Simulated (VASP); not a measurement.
Band structure of LiBr (rock salt). Level of theory: PBE GGA, VASP's PBE PAW potentials (set 64) (plane waves; VASP).

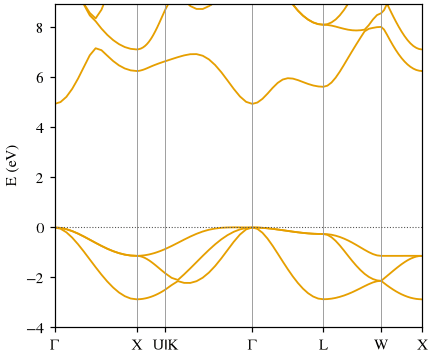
Fig. 1. Bands along high-symmetry lines, zero at the valence-band maximum or, without a gap, the Fermi level

Q: Read the plot: is there a gap, and where are the band edges?

A: The gap is indirect, 4.94 eV, from the valence maximum at K-Γ at 0.79 to the conduction minimum at Γ. (Edges off the drawn lines would not show.)

Measured: gap 7.60 eV (computed value off by -2.66 eV), as given by Abedi et al., (2022), arXiv:2211.14644.

The compound is LiBr in the rock salt structure. It was relaxed first.
